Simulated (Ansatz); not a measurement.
# GeH2S2: rigid scan of one bond length from a Python script

How does the energy of GeH2S2 change as one bond is stretched? Wanted for GeH2S2: a rigid scan of one bond length. SMILES: [SH][Ge][SH].

Program: the Python package of Ansatz 0.2.0. Level of theory: r2SCAN/def2-SVP. These are calculated values, not measurements.

### 1 The system

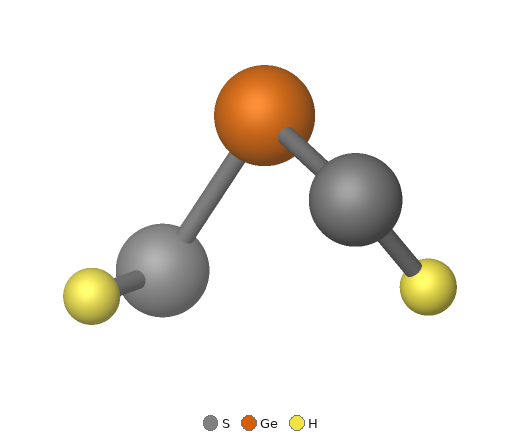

The structure that the script starts from, seen from a chosen angle (sulfur grey, germanium orange, hydrogen yellow).

No structure file is read: the coordinates are typed or built in the script.

### 2 The script

The input, scan_geh2s2.py:

```python
"""Potential curve of GeH2S2 along one bond."""

import ansatz
from ase import Atoms
import numpy as np

params = {
    "basis": "def2-SVP",
    "functional": "r2SCAN",
}


def main() -> None:
    atoms = Atoms(["S", "Ge", "S", "H", "H"], positions=[
        (-1.3908, -0.6674, -0.9166),
        (-0.5334, 1.1557, 0.0365),
        (1.3964, 0.5999, 0.9072),
        (-1.3538, -1.335, 0.2752),
        (1.9314, 0.1731, -0.3438),
    ])
    system = ansatz.Crystal.molecule_from_ase(atoms)

    symbols = [site.symbol for site in system.cartesian_sites]
    start = np.array([site.position_ang for site in system.cartesian_sites])
    axis = (start[3] - start[0]) / np.linalg.norm(start[3] - start[0])
    moving = [3]
    lengths, energies = [1.203, 1.257, 1.312, 1.367, 1.421, 1.476, 1.531, 1.613], []
    for length in lengths:
        xyz = start.copy()
        xyz[moving] += (length - np.linalg.norm(start[3] - start[0])) * axis
        point = ansatz.Crystal.molecule()
        for symbol, xyz in zip(symbols, xyz):
            point = point.atom(symbol, xyz.tolist())
        base = (
            point.calculation()
            .basis(gaussian=params["basis"])
            .functional(params["functional"])
        )
        rep = base.run().report
        energies.append(rep["free_energy_ev"])
        print(f"r = {length:6.3f} A  E = {energies[-1]:.5f} eV  <S^2> = {abs(rep['mean_field']['state']['spin_squared']):.3f}")

    # quartic fit about the minimum
    fit = np.polynomial.Polynomial.fit(lengths, np.array(energies) - min(energies), 4).convert()
    roots = [r.real for r in fit.deriv().roots() if abs(r.imag) < 1e-9 and fit.deriv(2)(r.real) > 0]
    r_e = min(roots, key=lambda r: abs(r - lengths[int(np.argmin(energies))]))
    print(f"minimum of the fit at {r_e:.4f} A, force constant {fit.deriv(2)(r_e):.2f} eV/A^2")


if __name__ == "__main__":
    main()
```

### 3 The input behind the calls

The package turns the script's settings into the engine's input (first run):

```yaml
crystal:
  periodic: [false, false, false]
  atoms:
    - { symbol: S, position_ang: [-1.3908, -0.6674, -0.9166] }
    - { symbol: Ge, position_ang: [-0.5334, 1.1557, 0.0365] }
    - { symbol: S, position_ang: [1.3964, 0.5999, 0.9072] }
    - { symbol: H, position_ang: [-1.3582280825679667, -1.2551030291250094, 0.13256787014857138] }
    - { symbol: H, position_ang: [1.9314, 0.1731, -0.3438] }
basis:
  gaussian:
    orbitals: def2-SVP
hamiltonian:
  xc: r2scan
```

### 4 Launch

Started as:

```
python scan_geh2s2.py
```

Q: Predict the main results. Wanted: range of energy; lowest point, distance.

The runs gave:

| quantity | value |
| --- | --- |
| bond length at the fit's minimum | 1.3535 Å |
| runs compared | 8 |
| range of energy | 0.566 eV |
| lowest point, distance (Å) | 1.37 |

The lowest point, at 1.37, lies inside the range. The ends stand 0.384 and 0.566 eV above it. The distance scanned is the script's pair 0, 3. Caveats:
- The rest of the molecule is held rigid at a force-field or estimated start geometry, and the basis set is modest; single-reference methods fail as a bond breaks.
- The orbitals are restricted, so S² is zero by construction.
